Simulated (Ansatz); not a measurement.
**C2H12N2Si2: molecular dynamics (part 4 of 4)**

C2H12N2Si2; RKS PBE0/6-31G* (Ansatz 0.2.0). It belongs to a series of runs on one base structure; here: dynamics from the highest image of the converged band.

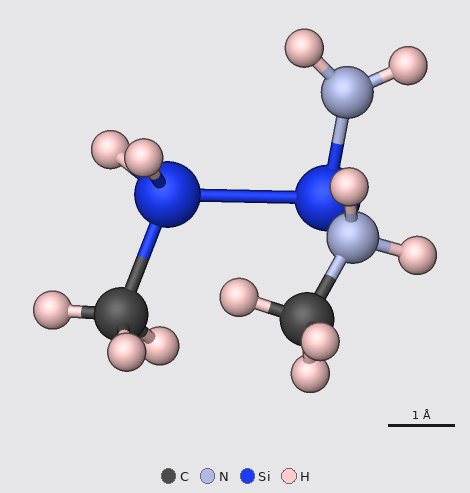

Fig. 1: The geometry at step 168 of the log (ball-and-stick view, seen at a tilt).

Trajectory as extended XYZ, continued
```
18
Properties=species:S:1:pos:R:3:forces:R:3 step=128 time_fs=64.0 energy=-20990.06401 temperature=370.4
C     0.8290   -2.1172   -0.1565   -0.4284  -0.1992   1.5809
N     1.3059   -1.1388   -1.0895   -1.5946  -1.9779  -3.3203
Si   -0.3156    0.8026   -1.3740    1.0087  -0.4076   0.7602
N     1.0917    1.8150   -1.6911   -0.3988   0.0991  -0.0627
Si   -0.5833    1.2150    1.0940    0.0918   0.7907  -1.6228
C    -1.8317   -0.0268    1.6968   -0.5187  -0.4174   0.5569
H    -0.2450   -2.2331   -0.3297   -0.0542  -0.3098   0.0193
H     1.3077   -3.1164   -0.1407    0.0519   0.3264  -0.3590
H     0.9258   -1.7306    0.8662   -0.0357   0.0419  -0.0305
H     2.1144   -0.6177   -0.7982    0.7288  -0.2483  -0.5314
H     1.3371   -1.7319   -2.0491    0.7778   2.7525   2.5962
H     1.5956    2.2565   -0.9415    0.1986   0.2322   0.0938
H     1.1722    2.3506   -2.5496   -0.0027  -0.2186   0.0620
H     0.4283    1.7363    2.0828    0.0421  -0.3691   0.0180
H    -1.3134    2.4937    0.7373   -0.1028  -0.0529   0.2773
H    -2.3602    0.2113    2.6358    0.2480  -0.0085  -0.1987
H    -2.5987   -0.1182    0.9114    0.1667  -0.0390   0.0992
H    -1.3485   -1.0065    1.8074   -0.1785   0.0054   0.0616
18
Properties=species:S:1:pos:R:3:forces:R:3 step=136 time_fs=68.0 energy=-20990.05344 temperature=366.6
C     0.8398   -2.1049   -0.1404   -0.7498  -1.6267   1.0005
N     1.3064   -1.1430   -1.0755    0.8440   4.0918   4.7617
Si   -0.3361    0.8218   -1.3968    0.9577  -0.4991   0.8307
N     1.0865    1.8017   -1.6828   -0.0578   0.5761   0.4681
Si   -0.5730    1.2116    1.0886   -0.0855   0.6524  -1.4415
C    -1.8350   -0.0239    1.7037   -0.2198  -0.4729   0.3126
H    -0.1969   -2.3189   -0.4047   -0.3223   0.0204   0.2277
H     1.3479   -3.0788   -0.2489    0.1750   0.0654   0.2861
H     0.8635   -1.8217    0.9243    0.1305   0.2855  -0.4497
H     2.2687   -0.8056   -0.8223   -1.3134  -0.1906  -0.3925
H     1.3915   -1.6312   -1.8508    0.6136  -2.4133  -5.4441
H     1.5484    2.2541   -0.8963    0.0195  -0.0419  -0.3893
H     1.2334    2.3238   -2.5381   -0.0488  -0.1643  -0.0288
H     0.5136    1.6600    2.0366   -0.0171  -0.3727  -0.0112
H    -1.3054    2.5172    0.8538   -0.0397  -0.0905   0.2157
H    -2.3831    0.1764    2.6169   -0.0767   0.4627   0.3624
H    -2.5778   -0.1416    0.9180   -0.2087   0.1113  -0.2981
H    -1.4268   -1.0177    1.8439    0.3992  -0.3935  -0.0103
18
Properties=species:S:1:pos:R:3:forces:R:3 step=144 time_fs=72.0 energy=-20989.91059 temperature=296.6
C     0.8410   -2.1133   -0.1143   -1.0520  -2.3089  -1.6228
N     1.3138   -1.1227   -1.0416    0.4553  -0.8052  -3.6422
Si   -0.3513    0.8382   -1.4150    0.8538  -0.5506   0.8786
N     1.0798    1.7939   -1.6706   -0.2801   0.4796   0.0449
Si   -0.5633    1.2117    1.0755   -0.3473   0.2527  -1.0540
C    -1.8419   -0.0282    1.7150   -0.3004  -1.1948   0.2348
H    -0.1844   -2.3999   -0.4424    0.3012   0.3663   0.5205
H     1.4108   -3.0315   -0.3135    0.0660  -0.2757   0.8571
H     0.8205   -1.8676    0.9351    0.2581   0.5593   0.2920
H     2.2974   -1.0035   -0.8872    0.7397   1.0854   0.8309
H     1.4889   -1.6372   -2.0415   -1.4274   1.4648   2.7663
H     1.5141    2.2551   -0.8919    0.3503   0.1949   0.1350
H     1.2886    2.2726   -2.5334   -0.0449  -0.0821  -0.2079
H     0.5966    1.5280    1.9888   -0.0519  -0.2628  -0.0470
H    -1.3031    2.5280    1.0029    0.0598  -0.0447   0.1206
H    -2.4064    0.2028    2.6332    0.2274   0.3052  -0.2295
H    -2.5764   -0.1487    0.8951    0.1182   0.1800   0.2617
H    -1.4579   -1.0645    1.8772    0.0741   0.6365  -0.1391
18
Properties=species:S:1:pos:R:3:forces:R:3 step=152 time_fs=76.0 energy=-20990.28094 temperature=472.7
C     0.8317   -2.1480   -0.1042    0.9668  -0.3087  -0.7514
N     1.3289   -1.1058   -1.0351    1.0866  -0.1146   0.8643
Si   -0.3619    0.8516   -1.4284    0.7224  -0.5286   0.9756
N     1.0710    1.7924   -1.6573    0.1738   1.0756  -0.0886
Si   -0.5555    1.2132    1.0566   -0.6357  -0.2039  -0.5400
C    -1.8519   -0.0448    1.7288    0.0612   0.4389  -0.2421
H    -0.1547   -2.4373   -0.4138   -0.7752  -0.0682  -0.0163
H     1.4815   -3.0223   -0.2570   -0.2357  -0.2737   0.6760
H     0.8146   -1.8392    0.9589    0.1692   0.1204  -0.6449
H     2.3593   -1.0562   -0.8503   -1.0647   0.8913   0.3012
H     1.4073   -1.4966   -1.9651   -0.7927  -0.2894  -0.4250
H     1.5220    2.2755   -0.8857    0.0684  -0.0972  -0.2849
H     1.3348    2.2051   -2.5501   -0.1191  -0.2252   0.2030
H     0.6712    1.3566    1.9329   -0.1223  -0.0905  -0.1379
H    -1.2907    2.5313    1.1703    0.2197  -0.0434   0.0058
H    -2.4010    0.2749    2.6260    0.1944   0.0380  -0.1441
H    -2.5673   -0.1319    0.9008   -0.1722  -0.0079   0.1230
H    -1.4691   -1.0451    1.8952    0.2550  -0.3128   0.1261
18
Properties=species:S:1:pos:R:3:forces:R:3 step=160 time_fs=80.0 energy=-20990.36573 temperature=513.6
C     0.8313   -2.1880   -0.1054    0.6686   0.8418  -0.6117
N     1.3522   -1.0902   -1.0168   -2.7059  -1.6295   0.4813
Si   -0.3685    0.8621   -1.4364    0.6347  -0.4181   1.0928
N     1.0632    1.8015   -1.6449   -0.0887   0.6734  -0.1226
Si   -0.5511    1.2135    1.0347   -0.7474  -0.5996  -0.0979
C    -1.8605   -0.0578    1.7393    0.8575   0.6943  -0.7543
H    -0.2010   -2.4738   -0.3763    0.4981   0.1006  -0.0010
H     1.5174   -3.0524   -0.1050   -0.4277  -0.0895  -0.1049
H     0.8312   -1.7865    0.9112   -0.1524   0.0158   0.0373
H     2.3155   -0.9770   -0.7730    0.7307   0.4657  -0.4277
H     1.2029   -1.3964   -1.9898    0.7794   0.1901   0.5799
H     1.5474    2.2893   -0.9084    0.1453   0.0509   0.0579
H     1.3683    2.1100   -2.5525    0.0882   0.0332  -0.2591
H     0.7270    1.1715    1.8563   -0.1854   0.0898  -0.1925
H    -1.2452    2.5277    1.3382    0.3392  -0.0523  -0.1327
H    -2.3691    0.3557    2.6039   -0.0247  -0.1040   0.3611
H    -2.5826   -0.1172    0.9247   -0.3127  -0.2644  -0.0297
H    -1.4498   -1.0523    1.9284   -0.0970   0.0019   0.1236
18
Properties=species:S:1:pos:R:3:forces:R:3 step=168 time_fs=84.0 energy=-20990.11431 temperature=394.0
C     0.8407   -2.2174   -0.1133    0.8910   1.5925   0.4273
N     1.3506   -1.0882   -0.9865   -2.2250  -1.8945  -1.6307
Si   -0.3715    0.8704   -1.4385    0.5297  -0.2961   1.0764
N     1.0552    1.8187   -1.6348    0.2651   0.6899  -0.7952
Si   -0.5508    1.2107    1.0121   -0.7253  -0.9233   0.1272
C    -1.8600   -0.0617    1.7412    0.3252   0.7291  -0.5089
H    -0.1960   -2.4989   -0.3454    0.3820   0.0969  -0.3040
H     1.4940   -3.0964    0.0336   -0.1459   0.0748  -0.6931
H     0.8267   -1.7325    0.8637   -0.3121  -0.2215   0.4032
H     2.3240   -0.8275   -0.7569   -0.7793  -0.2812  -0.7598
H     1.1108   -1.3169   -2.0285    1.6260   0.5710   2.4770
H     1.5911    2.3068   -0.9298   -0.0312  -0.0384  -0.0029
H     1.4077    2.0140   -2.5728   -0.0862  -0.0212   0.3769
H     0.7563    0.9992    1.7520   -0.1164   0.2032  -0.1248
H    -1.1495    2.5172    1.4860    0.3246   0.0082  -0.2495
H    -2.3327    0.4153    2.6196    0.2136  -0.4691  -0.1558
H    -2.6358   -0.1396    0.9540    0.1678  -0.2719   0.3936
H    -1.4428   -1.0595    1.9781   -0.3035   0.4516  -0.0571
18
Properties=species:S:1:pos:R:3:forces:R:3 step=176 time_fs=88.0 energy=-20990.14757 temperature=409.6
C     0.8613   -2.2264   -0.1158    0.5967   1.9002   1.3857
N     1.3263   -1.1042   -0.9612   -0.2072   0.0766   3.4015
Si   -0.3717    0.8771   -1.4347    0.3984  -0.1414   0.8786
N     1.0495    1.8430   -1.6319    0.1856   0.3374  -0.2416
Si   -0.5544    1.2028    0.9902   -0.5751  -1.0532   0.2150
C    -1.8546   -0.0557    1.7361    0.1973   1.0809  -0.3949
H    -0.1471   -2.5123   -0.3613   -0.4484  -0.0478  -0.5425
H     1.4532   -3.1310    0.0736    0.4465   0.1073  -0.7191
H     0.7796   -1.7164    0.8658   -0.1044  -0.6392  -0.0518
H     2.2572   -0.7128   -0.8287   -0.2601  -0.3375   0.6067
H     1.2071   -1.1885   -1.8899   -0.5031  -1.0494  -4.1633
H     1.6302    2.3191   -0.9498   -0.1859  -0.1052  -0.0107
H     1.4411    1.9193   -2.5575    0.1130   0.1813  -0.1868
H     0.7684    0.8566    1.6293    0.0002   0.2065  -0.0023
H    -1.0054    2.5077    1.5963    0.2073   0.0567  -0.3146
H    -2.2730    0.4157    2.6260   -0.1148  -0.0313   0.1837
H    -2.6752   -0.2010    1.0295   -0.0844  -0.0755  -0.0535
H    -1.4690   -1.0205    2.0239    0.3385  -0.4663   0.0099
18
Properties=species:S:1:pos:R:3:forces:R:3 step=184 time_fs=92.0 energy=-20990.01863 temperature=348.6
C     0.8871   -2.2148   -0.1032   -1.3601  -0.5468   0.0865
N     1.2953   -1.1212   -0.9216   -0.5085   1.1677  -5.2105
Si   -0.3697    0.8829   -1.4262    0.3762  -0.1245   0.4898
N     1.0459    1.8708   -1.6334    0.1108  -0.1473  -0.8061
Si   -0.5610    1.1893    0.9695   -0.1824  -0.8299   0.2696
C    -1.8467   -0.0383    1.7270    0.0010  -0.3250   0.4406
H    -0.1318   -2.5257   -0.4458    0.6882   0.1651   0.1253
H     1.4714   -3.1453    0.0081    0.4182   0.3828  -0.3594
H     0.7158   -1.7835    0.8780    0.1108  -0.1423   0.5042
H     2.1689   -0.6340   -0.8224    0.4644  -0.1366   1.1196
H     1.2703   -1.1908   -2.0555   -0.2717  -0.7276   3.6493
H     1.6485    2.3207   -0.9647    0.0199   0.0952   0.2965
H     1.4838    1.8498   -2.5521   -0.1092   0.2494   0.1787
H     0.7788    0.7449    1.5055   -0.0106   0.1543   0.0771
H    -0.8301    2.5052    1.6588    0.0437  -0.0209  -0.3495
H    -2.2259    0.4066    2.6524   -0.1504   0.1411   0.0091
H    -2.7198   -0.2724    1.1037    0.1299   0.2513  -0.1272
H    -1.4567   -1.0205    2.0623    0.2298   0.3939  -0.3935
18
Properties=species:S:1:pos:R:3:forces:R:3 step=192 time_fs=96.0 energy=-20990.24369 temperature=456.9
C     0.8986   -2.2074   -0.0875   -0.8438  -1.0527   0.1255
N     1.2605   -1.1247   -0.9245    1.2337   3.4871   4.1810
Si   -0.3656    0.8880   -1.4151    0.4041  -0.1252  -0.0380
N     1.0438    1.8977   -1.6418    0.2100  -0.0420   0.1391
Si   -0.5686    1.1713    0.9502    0.3461  -0.4650   0.2819
C    -1.8394   -0.0231    1.7231   -0.5756  -0.2209   0.9607
H    -0.0468   -2.5267   -0.5201   -0.4344  -0.4592   0.2499
H     1.5507   -3.1044   -0.1090    0.1326   0.4172   0.2461
H     0.6713   -1.8817    0.9422    0.3966  -0.0855  -0.3273
H     2.1245   -0.5901   -0.6673   -1.1095  -0.8100  -0.1518
H     1.2954   -1.3069   -1.8412    0.1992  -1.2560  -4.3875
H     1.6582    2.3281   -0.9488   -0.3406  -0.1587  -0.1781
H     1.5158    1.8180   -2.5324   -0.0092   0.2550  -0.1128
H     0.7865    0.6568    1.3935   -0.0930   0.0920   0.1524
H    -0.6486    2.4995    1.6684   -0.1529  -0.0936  -0.3293
H    -2.1992    0.4148    2.6768    0.0248  -0.0117  -0.3731
H    -2.7445   -0.3071    1.1583    0.3435   0.4106  -0.1678
H    -1.4057   -0.9799    2.0489    0.2684   0.1186  -0.2708
18
Properties=species:S:1:pos:R:3:forces:R:3 step=200 time_fs=100.0 energy=-20990.10680 temperature=390.9
C     0.8984   -2.2137   -0.0713   -0.7103  -1.2493  -0.8650
N     1.2331   -1.0985   -0.9109   -1.8682  -0.9823  -2.6579
Si   -0.3592    0.8923   -1.4042    0.4348  -0.2376  -0.6638
N     1.0431    1.9234   -1.6502   -0.4063  -0.4503  -0.1298
Si   -0.5744    1.1507    0.9324    0.7362  -0.1433   0.2025
C    -1.8377   -0.0103    1.7302    0.1735   0.1635   0.3760
H    -0.0082   -2.5895   -0.5529   -0.3177  -0.4847   0.5423
H     1.6524   -3.0076   -0.1911   -0.0439  -0.0875   0.6459
H     0.6807   -1.9876    0.9749    0.2431   0.2585  -0.0964
H     1.9921   -0.6244   -0.5115    1.8318   0.9613  -0.2775
H     1.3490   -1.5448   -1.9149    0.4355   1.9371   2.6805
H     1.6324    2.3224   -0.9421    0.2011   0.1966   0.2982
H     1.5436    1.8245   -2.5238   -0.0725   0.2123  -0.0743
H     0.7815    0.5825    1.3052   -0.0722   0.0078   0.2491
H    -0.4899    2.4819    1.6294   -0.3082   0.0024  -0.1740
H    -2.1744    0.4269    2.6630   -0.1475   0.1439   0.4168
H    -2.7292   -0.2865    1.1815   -0.1796   0.0789  -0.5044
H    -1.3152   -0.9248    1.9966    0.0704  -0.3270   0.0319
```

This output came from the following input.

Input file
```yaml
crystal:
  periodic: [false, false, false]
  atoms:
    - { symbol: C, position_ang: [0.77635, -2.02514, -0.200826] }
    - { symbol: "N", position_ang: [1.086467, -0.955519, -1.117139] }
    - { symbol: Si, position_ang: [-0.009217, 0.626717, -1.211868] }
    - { symbol: "N", position_ang: [1.097848, 1.860464, -1.743696] }
    - { symbol: Si, position_ang: [-0.712871, 1.220679, 0.965363] }
    - { symbol: C, position_ang: [-1.820176, -0.058927, 1.814005] }
    - { symbol: H, position_ang: [-0.311285, -2.185931, -0.207242] }
    - { symbol: H, position_ang: [1.253109, -2.967848, -0.49272] }
    - { symbol: H, position_ang: [1.0651, -1.789692, 0.835832] }
    - { symbol: H, position_ang: [2.070738, -0.826797, -1.339572] }
    - { symbol: H, position_ang: [0.108148, -0.720555, -2.105493] }
    - { symbol: H, position_ang: [1.526214, 2.524433, -1.113156] }
    - { symbol: H, position_ang: [1.027324, 2.227525, -2.681347] }
    - { symbol: H, position_ang: [0.444085, 1.547793, 1.866228] }
    - { symbol: H, position_ang: [-1.483765, 2.496229, 0.81624] }
    - { symbol: H, position_ang: [-2.216165, 0.337111, 2.755141] }
    - { symbol: H, position_ang: [-2.668493, -0.320438, 1.172685] }
    - { symbol: H, position_ang: [-1.271109, -0.978805, 2.039366] }
basis:
  gaussian: { orbitals: "6-31G*" }
hamiltonian:
  xc: pbe0
md:
  timestep: 0.5
  n_steps: 200
  ensemble: nve
  temperature: 100.0
  initial_velocities: maxwell_boltzmann
  seed: 5830
```

Launched with:
```bash
ansatz run input.yaml --threads 2 --pin off --max-ram 3072MiB --backend cpu --events-out ev --progress --plain --runs-dir out
```

Key numbers

```json
{"quantity": "outcome", "value": "finished"}
{"quantity": "mean temperature over the second half", "value": "415 K"}
{"quantity": "trajectory", "value": "200 steps, 100 fs"}
{"quantity": "ensemble", "value": "nve"}
{"quantity": "temperature in the input", "value": "100.0 K"}
{"quantity": "time step", "value": "0.5 fs"}
{"quantity": "potential energy (last step)", "value": "−20990.1068 eV"}
{"quantity": "mean-field energy (last step)", "value": "−20990.1068 eV"}
{"quantity": "largest force (length of the vector) (last step)", "value": "3.394 eV/Å"}
{"quantity": "hardware", "value": "2 threads of Intel Xeon (Granite Rapids), 16 GiB of memory available, shared host"}
{"quantity": "wall time", "value": "9.6 min (CPU time 19 min)"}
{"quantity": "peak memory", "value": "0.35 GiB"}
```

So short a trajectory is not equilibrated.
